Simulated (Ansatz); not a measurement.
# AlSn: one crystal by all-electron and frozen-core methods, part 2 of 2

Does the method matter for AlSn? The same cell, functional and mesh are run with LAPW, all electrons, PAW on the default files and all-electron PAW on datasets made for the crystal.

Ansatz 0.2.0; DFT PBEsol; a Materials Project cell. «Crystal datasets» are all-electron PAW datasets made for this crystal. Earlier steps stand in the parts before.

## 4. All-electron PAW on datasets made for the crystal

File input.yaml:

```yaml
crystal:
  lattice:
    - [4.1981056157, 0.0, 0.0]
    - [-2.0990528078, 3.6356661109, 0.0]
    - [0.0, 0.0, 3.306847]
  atoms:
    - { symbol: Al, position: [0.0, 0.0, 0.0] }
    - { symbol: Sn, position: [0.3333333333, 0.6666666667, 0.5] }
kpoints:
  mp_grid: { grid: [11, 11, 12] }
  band_path:
    path:
      - [0.0, 0.0, 0.0]
      - [0.5, 0.0, 0.0]
      - [0.3333333333, 0.3333333333, 0.0]
      - [0.0, 0.0, 0.0]
      - [0.0, 0.0, 0.5]
      - [0.5, 0.0, 0.5]
      - [0.3333333333, 0.3333333333, 0.5]
      - [0.0, 0.0, 0.5]
      - [0.5, 0.0, 0.5]
    npoints: 8
scf:
  occupations: { method: fermi_dirac, width: 0.05 }
hamiltonian:
  xc: pbesol
  pseudopotentials: { kind: all_electron, datasets: crystal }
output:
  forces: true
  stress: true
  eigenvalues: true
  efg: { contact_densities: true }
```

What it wrote:

```text
hamiltonian.pseudopotentials.datasets: crystal makes datasets for this crystal and solves the spheres of its atoms anew in each pass: cutoff 240.0 eV, the density's 960.0 eV; for an error of 0.50 meV an atom under PBE, 1.0 meV for the cell; an energy difference from a run of another recipe may be off by several times the error for the cell, under r2SCAN by more, where some 0.1 meV an atom stays at smaller errors; Al in spheres of 1.376 Å, 3 of its electrons in bands; Sn in spheres of 1.376 Å, 14 of its electrons in bands
Sn: output.efg is read without spin–orbit coupling, which moves field gradients at and beside such atoms by some per cent and up to a factor of two; PAW files take it under magnetization.noncollinear and magnetization.spin_orbit
Engine: ansatz 0.2.0
Pseudopotentials: kind: all_electron
Pseudopotential: Al, paw, valence charge 3, recommended cutoff 240 eV (normal), Koelling and Harmon's equation, gaussian nucleus
Pseudopotential: Sn, paw, valence charge 14, recommended cutoff 240 eV (normal), Koelling and Harmon's equation, gaussian nucleus
Functional definition: PBEsol
  exchange = pbesol_x
  correlation = pbesol_c
Crystal: 2 atoms, lattice volume = 50.472 Å³
Basis set: ecut = 240 eV, 441 PW (Γ), exchange–correlation on 48×48×36 points (8 copies of the dense FFT grid, shifted against one another)
Bands: 13, of which v1, the nominal top of the filled ones, is band 9 counted from 1 (8 counted from 0)
Symmetry: 12 space group operations
Space group: P-6m2 (ITA 187), of the structure as read, at distance tolerance 3.7e-5 Å
k-points: 112 of 1452 (time reversal used)
Non-local potential: Al, projectors of the file, l = 0: 1, l = 1: 1
Non-local potential: Sn, projectors of the file, l = 0: 1, l = 1: 1, l = 2: 2
PAW form: soft (Blöchl's): semilocal exchange-correlation on the pseudo side does not see the compensation charge
PAW one-centre angular grid: Al, 110 points (default); XC on its mesh's 2005 points in the sphere
PAW one-centre angular grid: Sn, 590 points (default); XC on its mesh's 1863 points in the sphere
Initial density: superposition of atomic densities (neutral atoms: chi_scale 0, normalization atom)
Initial wavefunctions: pseudopotential atomic-orbital guess
Functional: x = pbesol(κ = 0.804, μ = 0.12345679012345678), c = pbesol(β = 0.046)
iter 1 solved again at ethr=9.37e-4 eV; its pass at ethr=1.00e-1 eV (dr2=1.59e-1 eV) is discarded
SCF iter   1: F=—  HF=-174609.229002 eV  |F-HF|=—  |Δ(HF+E_count)|=         —  Δρ=1.72e-2  dr2=1.65e-1  ethr=9.37e-4  ⟨swp⟩=3.7  Hψ=8510  notcnv=0
preconditioner: auto → none  [metal: Δε(μ)=0.024 eV  Ē_g=18.052 eV  σ=0.050 eV  W_gap=0.12  n_scr=8 (ndim 8)  ℏωp=21.6 eV  f_vac=0.003  D(μ)=1.39/eV (n_scr^D=8)  sad-step TF]
SCF iter   2: F=—  HF=-174609.214827 eV  |F-HF|=—  |Δ(HF+E_count)|=   1.42e-2  Δρ=1.15e-2  dr2=7.74e-2  ethr=9.37e-4  ⟨swp⟩=2.0  Hψ=2787  notcnv=0
iter 3 solved again at ethr=4.11e-6 eV; its pass at ethr=4.55e-4 eV (dr2=6.99e-4 eV) is discarded
SCF iter   3: F=—  HF=-174609.205317 eV  |F-HF|=—  |Δ(HF+E_count)|=   9.51e-3  Δρ=1.22e-3  dr2=6.92e-4  ethr=4.11e-6  ⟨swp⟩=2.5  Hψ=6416  notcnv=0  defer=1
SCF iter   4: F=—  HF=-174609.205212 eV  |F-HF|=—  |Δ(HF+E_count)|=   1.06e-4  Δρ=4.41e-4  dr2=7.76e-5  ethr=4.07e-6  ⟨swp⟩=2.0  Hψ=2429  notcnv=0  defer=1
SCF iter   5: F=—  HF=-174609.205231 eV  |F-HF|=—  |Δ(HF+E_count)|=   1.89e-5  Δρ=3.56e-5  dr2=1.20e-6  ethr=4.57e-7  ⟨swp⟩=3.0  Hψ=3785  notcnv=0  defer=1
SCF iter   6: F=—  HF=-174609.205230 eV  |F-HF|=—  |Δ(HF+E_count)|=   3.19e-7  Δρ=2.32e-5  dr2=6.96e-7  ethr=7.05e-9  ⟨swp⟩=3.0  Hψ=3397  notcnv=0  defer=1
SCF iter   7: F=—  HF=-174609.205230 eV  |F-HF|=—  |Δ(HF+E_count)|=   2.08e-7  Δρ=1.48e-5  dr2=3.04e-7  ethr=4.09e-9  ⟨swp⟩=3.0  Hψ=3387  notcnv=0
SCF iter   8: F=-174609.205230 eV  HF=-174609.205230 eV  |F-HF|=2.90e-8  |Δ(HF+E_count)|=   1.35e-7  Δρ=4.37e-6  dr2=2.64e-8  ethr=1.79e-9  ⟨swp⟩=2.6  Hψ=2498  notcnv=0  defer=1
SCF 1 converged in 8 iterations: F = -174609.205230 eV  dr2 = 2.64e-8
  Residual-converged pass: ⟨swp⟩=3.0  Hψ=3250  notcnv=0  max |occ|·‖R‖ = 5.1e-6 eV (tolerance 5.3e-6 eV)  dr2=2.50e-8  dr2_onsite=1.71e-8  max |Δocc| = 4.2e-10
NSCF: frozen V_eff on 65 k-points
SCF converged after 8 iterations
Free energy (F): -174609.205230 eV
Harris-Foulkes:  -174609.205230 eV  (|F-HF|=2.90e-8)
Internal energy: -174609.194497 eV  (E = F + TS)
E sigma→0 (E₀):  -174609.199863 eV
Entropy (-TS):   -0.010733 eV (-5.367 meV/atom)
Past the cutoff: the bands carry plane waves up to 1.75 times it, of which those up to 1.5 times it add -0.000228 eV an atom, each by itself; the spheres take 0.000445 eV an atom off the energy for waves past 1.75 times it
By the cutoff:   a pressure is off by up to 0.007 GPa (1.2 times the spheres' own share and the shells' term, over an atom's volume, and 0.004 GPa: a bound that held against runs at twice the plane waves)
Past the cutoffs: a stress includes 0.0014 GPa for waves and charges beyond them, in addition to the slope of what the spheres take
In the spheres:  the bands' charges fall short by 1.0e-6 e at most (sound up to 1e-3)
Fermi energy:    9.971078 eV
--- Per-component energies (eV) ---
  The terms above E_closure are by the made datasets' own strengths, without shells solved beside the bands.
--- Forces (eV/Å), atoms counted from 1 ---
  atom   1  Al    -0.00000000    -0.00000000     0.00000000
  atom   2  Sn     0.00000000     0.00000000     0.00000000
  max |Σ_I F_I| component: 3.70e-17 eV/Å
--- Stress (GPa, compression-positive) ---
       -1.568550      -0.000000       0.000000
        0.000000      -1.568550       0.000000
        0.000000       0.000000      -2.913517
  P = ⅓ Tr σ = -2.0169 GPa (-20.169 kbar)
--- PAW observables at the nuclei: V_zz in 10²¹ V/m², potentials from the cell's mean, atoms counted from 1 ---
  atom   1  Al V_zz =    +0.508440   η = 0.0000   by run symmetry: allowed
            electrostatic potential = -1227.988933 V   contact ρ = 10054.471056 e/Å³
  atom   2  Sn V_zz =    +7.452721   η = 0.0000   by run symmetry: allowed
            electrostatic potential = -8168.982548 V   contact ρ = 1234512.463337 e/Å³
--- Band table (eV; the first three rows and the last of 112) ---
  k-point 0: bands = ["-11.3227", "-11.2055", "-11.2055", "-11.1933", "-11.1933", "-0.4878", "9.7598", "9.7598", "10.6566", "12.5666", "13.1048", "13.1048"]
  k-point 1: bands = ["-11.3108", "-11.2050", "-11.2050", "-11.1977", "-11.1977", "-0.3905", "9.8621", "9.8621", "10.5870", "11.5537", "13.1823", "13.1823"]
  k-point 2: bands = ["-11.2780", "-11.2099", "-11.2099", "-11.2033", "-11.2033", "-0.0986", "9.3455", "10.1658", "10.1658", "11.2238", "13.4086", "13.4086"]
  k-point 111: bands = ["-11.2696", "-11.2657", "-11.1913", "-11.1845", "-11.1299", "4.5268", "6.2541", "6.9047", "7.4768", "9.2042", "10.2446", "17.2103"]
```

It took 12 s on 1 thread, shared host.

In short: pressure -2.02 GPa; no gap; Vzz Al1 0.51 (η = 0.00), Sn2 7.45 (η = 0.00) (10²¹ V/m²).

```tsv
atom	contact density (e/Å³)
Al1	10054.47
Sn2	1234512
```

## 5. Comparison

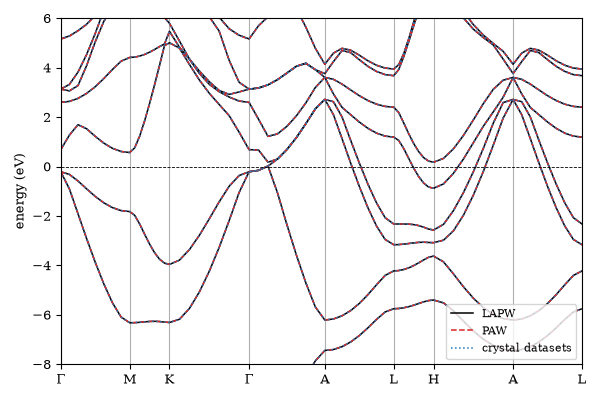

Bands of 3 runs (LAPW; PAW; crystal datasets) drawn together, counted from each run's Fermi level.

```
          method  pressure (GPa)  Vzz Al1 (10²¹ V/m²)  Vzz Sn2 (10²¹ V/m²)  SCF cycles, all passes
            LAPW           -2.02                    –                    –                       7
             PAW           -2.02                 0.52                 7.47                       7
crystal datasets           -2.02                 0.51                 7.45                       8
```

## 6. Results

What follows sums up all 2 parts.

| quantity | value |
| --- | --- |
| pressure | LAPW -2.02, PAW -2.02, crystal datasets -2.02 GPa |
| gap (LAPW) | none |
| Bader charges (PAW) | Al1 +0.59, Sn2 -0.59 e |

The pressure of -2.0 GPa pushes the cell to shrink, with the atoms held in place. With 33 electrons in the bands of a cell, and no spin, a band must be partly filled: it is a metal at this level. Sn 5p carries the largest share, 50 %, of the projected states within 0.3 eV of the Fermi level. The projection holds only the free atom's occupied shells (Al 3s, Al 3p, Sn 5s, Sn 5p in this range). The field gradient at Sn2, the largest by crystal datasets, is 7.47 by PAW and 7.45 by crystal datasets (10²¹ V/m²), within 5 %. Spin–orbit coupling is left out, which moves gradients at and beside heavy atoms by some per cent and at worst by a factor of two. PAW lies less than 0.01 GPa from LAPW in pressure.
